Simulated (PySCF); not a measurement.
# Saddle-point search of ZnHCl (part 1 of 2)

The run: saddle-point search of ZnHCl, SMILES [Cl][ZnH]. Method and program: HF/Sapporo-DZP, RHF, sfX2C (PySCF 2.14.0).

Figures and captions count atoms from 1; the log counts them from 0 in places.

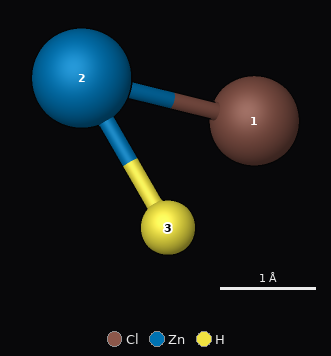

*The structure as given in the input (ball-and-stick view, seen at a tilt; atoms are numbered from 1 in the order of the input). Sticks mark near contacts.*

Bond lengths as drawn: Cl–Zn 2.10 Å and H–Zn 1.82 Å.

**Summary**

- outcome: converged
- total energy: −2252.193163 hartree
- basis functions: 63
- HOMO: −8.36 eV
- LUMO: −0.71 eV
- dipole moment: 5.41 D
- hardware: 1 thread of Arm Neoverse V2, 24 GiB of memory available, shared host
- wall time: 80 s
- peak memory: 0.77 GiB

**The input (run.py)**
```python
from pyscf import gto
from pyscf.geomopt.geometric_solver import kernel as optimise

mol = gto.M(
    atom='geometry.xyz',
    basis='sapporo-dzp',
    verbose=3,
    max_memory=1860,
    spin=0,
)

calc0 = mol.RHF()
calc0 = calc0.x2c()
calc0 = calc0.density_fit()
calc0.max_cycle = 100
calc0 = calc0.newton()
converged, mol_eq = optimise(calc0, maxsteps=60, transition=True, hessian=True)
print('converged:', converged)
print(mol_eq.tostring())

calc0.reset(mol_eq)
mol = mol_eq
calc0.kernel()
etot = calc0.e_tot
print('E(%s) = %.9f' % ('HF', etot))
```

**File geometry.xyz**
```
3
ClHZn
Cl     1.621600    -0.593300     0.815700
Zn    -0.168900     0.036300    -0.087800
H     -0.042073    -1.212538     1.235883
```

Run as:
```bash
OMP_NUM_THREADS=1 python run.py
```

**What the program printed**
```
WARN: Even tempered Gaussians are generated as DF auxbasis for  H Zn Cl

converged SCF energy = -2252.17192643439

#|     Arguments passed to driver run_optimizer():      |#
customengine              <pyscf.geomopt.geometric_solver.PySCFEngine object>
maxiter                   60
transition                True
----------------------------------------------------------
 Transition state optimization requested.
Custom engine selected.
Requested bond order-based connectivity but it is not available in the current engine
Bonds will be generated from interatomic distances less than 1.20 times sum of covalent radii
9 internal coordinates being used (instead of 9 Cartesians)
Internal coordinate system (atoms numbered from 1):
Distance 1-2
Distance 2-3
Angle 1-2-3
Translation-X 1-3
Translation-Y 1-3
Translation-Z 1-3
Rotation-A 1-3
Rotation-B 1-3
Rotation-C 1-3
<class 'geometric.internal.Distance'> : 2
<class 'geometric.internal.Angle'> : 1
<class 'geometric.internal.TranslationX'> : 1
<class 'geometric.internal.TranslationY'> : 1
<class 'geometric.internal.TranslationZ'> : 1
<class 'geometric.internal.RotationA'> : 1
<class 'geometric.internal.RotationB'> : 1
<class 'geometric.internal.RotationC'> : 1
> ===== Optimization Info: ====
> Job type: Transition state optimization
> Maximum number of optimization cycles: 60
> Initial / maximum trust radius (Angstrom): 0.010 / 0.030
> Convergence Criteria:
> Will converge when all 5 criteria are reached:
>  |Delta-E| < 1.00e-06
>  RMS-Grad  < 3.00e-04
>  Max-Grad  < 4.50e-04
>  RMS-Disp  < 1.20e-03
>  Max-Disp  < 1.80e-03
> === End Optimization Info ===

Geometry optimization cycle 1
Cartesian coordinates (Angstrom)
 Atom        New coordinates             dX        dY        dZ
  Cl   1.621600  -0.593300   0.815700    0.000000  0.000000  0.000000
  Zn  -0.168900   0.036300  -0.087800    0.000000  0.000000  0.000000
   H  -0.042073  -1.212538   1.235883    0.000000  0.000000  0.000000

WARN: Mole.unit (angstrom) is changed to Bohr

WARN: Even tempered Gaussians are generated as DF auxbasis for  H Zn Cl

converged SCF energy = -2252.17192643425
--------------- SecondOrderDFsfX2C1eRHF_Scanner gradients ---------------
         x                y                z
0 Cl    -0.0661448706     0.0087452126    -0.0181954503
1 Zn     0.0443530391     0.0009377765     0.0050858639
2 H     0.0217918315    -0.0096829890     0.0131095864
----------------------------------------------
cycle 1: E = -2252.17192643  dE = -2252.17  norm(grad) = 0.0867014
>> Using Hessian data provided via params...
>> Initial Cartesian Hessian Eigenvalues
Hessian Eigenvalues: -2.14421e-01 -3.11000e-02 -1.41591e-02 ... 5.64215e-03 6.56481e-02 3.70991e-01

== Summary of harmonic free energy analysis ==
Note: Rotational symmetry is set to 1 regardless of true symmetry
1 Imaginary Frequencies (cm^-1): 1464.057i
Note: Free energy does not include contribution from imaginary mode(s)

Free energy contributions calculated at @ 300.00 K:
Zero-point vibrational energy:                                    2.1796 kcal/mol
H   (Trans + Rot + Vib = Tot):   1.4904 +   0.8942 +   0.1903 =   2.5750 kcal/mol
S   (Trans + Rot + Vib = Tot):  39.8292 +  21.6121 +   0.9012 =  62.3426 cal/mol/K
TS  (Trans + Rot + Vib = Tot):  11.9488 +   6.4836 +   0.2704 =  18.7028 kcal/mol

Ground State Electronic Energy    : E0                        = -2252.17192643 au (  -1413259.2211 kcal/mol)
Free Energy Correction (Harmonic) : ZPVE + [H-TS]_T,R,V       =    -0.02222790 au (       -13.9482 kcal/mol)
Gibbs Free Energy (Harmonic)      : E0 + ZPVE + [H-TS]_T,R,V  = -2252.19415434 au (  -1413273.1693 kcal/mol)

Step    0 : Gradient = 5.006e-02/6.916e-02 (rms/max) Energy = -2252.1719264342
Hessian Eigenvalues: -9.48284e-01 7.41978e-08 3.79709e-06 ... 4.89549e-05 3.82586e-02 1.91720e-01

Geometry optimization cycle 2
Cartesian coordinates (Angstrom)
 Atom        New coordinates             dX        dY        dZ
  Cl   1.617380  -0.599921   0.822049   -0.004220 -0.006621  0.006349
  Zn  -0.175807   0.038060  -0.090585   -0.006907  0.001760 -0.002785
   H  -0.030946  -1.207677   1.232320    0.011127  0.004861 -0.003563

WARN: Even tempered Gaussians are generated as DF auxbasis for  H Zn Cl

converged SCF energy = -2252.17213306592
--------------- SecondOrderDFsfX2C1eRHF_Scanner gradients ---------------
         x                y                z
0 Cl    -0.0621054981     0.0106016502    -0.0195848348
1 Zn     0.0444393624    -0.0009634283     0.0070864086
2 H     0.0176661357    -0.0096382219     0.0124984262
----------------------------------------------
cycle 2: E = -2252.17213307  dE = -0.000206632  norm(grad) = 0.0833082
Step    1 : Displace = 1.034e-02/1.265e-02 (rms/max) Trust = 1.000e-02 (=) Grad = 4.810e-02/6.598e-02 (rms/max) E (change) = -2252.1721330659 (-2.066e-04) Quality = 0.986
Hessian Eigenvalues: -9.81678e-01 7.41978e-08 3.79709e-06 ... 4.89504e-05 3.91871e-02 1.96755e-01

Geometry optimization cycle 3
Cartesian coordinates (Angstrom)
 Atom        New coordinates             dX        dY        dZ
  Cl   1.612230  -0.609724   0.831598   -0.005150 -0.009803  0.009549
  Zn  -0.186545   0.040354  -0.094454   -0.010739  0.002294 -0.003869
   H  -0.015057  -1.200168   1.226639    0.015889  0.007508 -0.005681

WARN: Even tempered Gaussians are generated as DF auxbasis for  H Zn Cl

converged SCF energy = -2252.17295859603
--------------- SecondOrderDFsfX2C1eRHF_Scanner gradients ---------------
         x                y                z
0 Cl    -0.0556295470     0.0133513150    -0.0215752844
1 Zn     0.0445086339    -0.0037376108     0.0099977909
2 H     0.0111209131    -0.0096137043     0.0115774936
----------------------------------------------
cycle 3: E = -2252.1729586  dE = -0.00082553  norm(grad) = 0.0786351
Step    2 : Displace = 1.517e-02/1.847e-02 (rms/max) Trust = 1.414e-02 (+) Grad = 4.540e-02/6.114e-02 (rms/max) E (change) = -2252.1729585960 (-8.255e-04) Quality = 0.980
Hessian Eigenvalues: -1.04954e+00 7.41978e-08 3.79709e-06 ... 4.89504e-05 4.16425e-02 2.07290e-01

Geometry optimization cycle 4
Cartesian coordinates (Angstrom)
 Atom        New coordinates             dX        dY        dZ
  Cl   1.617070  -0.622783   0.845921    0.004841 -0.013059  0.014323
  Zn  -0.206448   0.041378  -0.098248   -0.019903  0.001024 -0.003794
   H   0.000005  -1.188133   1.216110    0.015062  0.012035 -0.010529

WARN: Even tempered Gaussians are generated as DF auxbasis for  H Zn Cl

converged SCF energy = -2252.1762675748
--------------- SecondOrderDFsfX2C1eRHF_Scanner gradients ---------------
         x                y                z
0 Cl    -0.0442859206     0.0149572645    -0.0217035383
1 Zn     0.0409280828    -0.0053168297     0.0111599532
2 H     0.0033578378    -0.0096404348     0.0105435851
----------------------------------------------
cycle 4: E = -2252.17626757  dE = -0.00330898  norm(grad) = 0.0685515
Step    3 : Displace = 2.076e-02/2.193e-02 (rms/max) Trust = 2.000e-02 (+) Grad = 3.958e-02/5.154e-02 (rms/max) E (change) = -2252.1762675748 (-3.309e-03) Quality = 0.986
Hessian Eigenvalues: -1.05000e+00 7.41978e-08 3.79709e-06 ... 4.89459e-05 4.23803e-02 1.80393e-01

Geometry optimization cycle 5
Cartesian coordinates (Angstrom)
 Atom        New coordinates             dX        dY        dZ
  Cl   1.650074  -0.629416   0.857374    0.033003 -0.006633  0.011453
  Zn  -0.231095   0.035966  -0.095957   -0.024647 -0.005413  0.002290
   H  -0.008350  -1.176087   1.202366   -0.008356  0.012046 -0.013744

WARN: Even tempered Gaussians are generated as DF auxbasis for  H Zn Cl

converged SCF energy = -2252.18137545316
--------------- SecondOrderDFsfX2C1eRHF_Scanner gradients ---------------
         x                y                z
0 Cl    -0.0338780337     0.0103996732    -0.0155124742
1 Zn     0.0296747381    -0.0008987549     0.0049991833
2 H     0.0042032957    -0.0095009183     0.0105132909
----------------------------------------------
cycle 5: E = -2252.18137545  dE = -0.00510788  norm(grad) = 0.0511993
Step    4 : Displace = 2.774e-02/3.578e-02 (rms/max) Trust = 2.828e-02 (+) Grad = 2.956e-02/3.868e-02 (rms/max) E (change) = -2252.1813754532 (-5.108e-03) Quality = 0.958
Hessian Eigenvalues: -1.07632e+00 7.41978e-08 3.79709e-06 ... 4.89472e-05 4.37874e-02 1.38103e-01

Geometry optimization cycle 6
Cartesian coordinates (Angstrom)
 Atom        New coordinates             dX        dY        dZ
  Cl   1.676998  -0.640798   0.872962    0.026925 -0.011382  0.015589
  Zn  -0.258985   0.029829  -0.093353   -0.027890 -0.006137  0.002604
   H  -0.007385  -1.158568   1.184173    0.000965  0.017519 -0.018193

WARN: Even tempered Gaussians are generated as DF auxbasis for  H Zn Cl

converged SCF energy = -2252.18543282631
--------------- SecondOrderDFsfX2C1eRHF_Scanner gradients ---------------
         x                y                z
0 Cl    -0.0242342771     0.0084577744    -0.0121620515
1 Zn     0.0225175651     0.0001354319     0.0029383906
2 H     0.0017167119    -0.0085932063     0.0092236610
----------------------------------------------
cycle 6: E = -2252.18543283  dE = -0.00405737  norm(grad) = 0.0385267
Step    5 : Displace = 2.920e-02/3.346e-02 (rms/max) Trust = 3.000e-02 (+) Grad = 2.224e-02/2.840e-02 (rms/max) E (change) = -2252.1854328263 (-4.057e-03) Quality = 0.976
Hessian Eigenvalues: -1.07632e+00 7.41978e-08 3.79709e-06 ... 4.89472e-05 4.68102e-02 1.10976e-01

Geometry optimization cycle 7
Cartesian coordinates (Angstrom)
 Atom        New coordinates             dX        dY        dZ
  Cl   1.708311  -0.649105   0.885935    0.031312 -0.008307  0.012972
  Zn  -0.284718   0.021361  -0.088015   -0.025732 -0.008468  0.005338
   H  -0.012965  -1.141793   1.165863   -0.005580  0.016775 -0.018311

WARN: Even tempered Gaussians are generated as DF auxbasis for  H Zn Cl

converged SCF energy = -2252.18851328149
--------------- SecondOrderDFsfX2C1eRHF_Scanner gradients ---------------
         x                y                z
0 Cl    -0.0176352427     0.0057503071    -0.0084272846
1 Zn     0.0156368133     0.0014669347     0.0006044035
2 H     0.0019984294    -0.0072172419     0.0078228812
----------------------------------------------
cycle 7: E = -2252.18851328  dE = -0.00308046  norm(grad) = 0.0279176
Step    6 : Displace = 2.958e-02/3.525e-02 (rms/max) Trust = 3.000e-02 (=) Grad = 1.612e-02/2.037e-02 (rms/max) E (change) = -2252.1885132815 (-3.080e-03) Quality = 0.977
Hessian Eigenvalues: -1.08155e+00 7.41978e-08 3.79709e-06 ... 4.89470e-05 5.01651e-02 9.25133e-02

Geometry optimization cycle 8
Cartesian coordinates (Angstrom)
 Atom        New coordinates             dX        dY        dZ
  Cl   1.737400  -0.658330   0.899564    0.029089 -0.009225  0.013629
  Zn  -0.310501   0.012169  -0.081927   -0.025783 -0.009192  0.006088
   H  -0.016271  -1.123376   1.146145   -0.003306  0.018417 -0.019718

WARN: Even tempered Gaussians are generated as DF auxbasis for  H Zn Cl

converged SCF energy = -2252.19073497331
--------------- SecondOrderDFsfX2C1eRHF_Scanner gradients ---------------
         x                y                z
0 Cl    -0.0122587482     0.0039143808    -0.0057714095
1 Zn     0.0107392075     0.0012596465     0.0001513178
2 H     0.0015195407    -0.0051740274     0.0056200916
----------------------------------------------
cycle 8: E = -2252.19073497  dE = -0.00222169  norm(grad) = 0.019404
Step    7 : Displace = 2.966e-02/3.379e-02 (rms/max) Trust = 3.000e-02 (=) Grad = 1.120e-02/1.410e-02 (rms/max) E (change) = -2252.1907349733 (-2.222e-03) Quality = 0.982
Hessian Eigenvalues: -1.08382e+00 7.41978e-08 3.79709e-06 ... 4.89470e-05 5.55658e-02 7.67311e-02
```
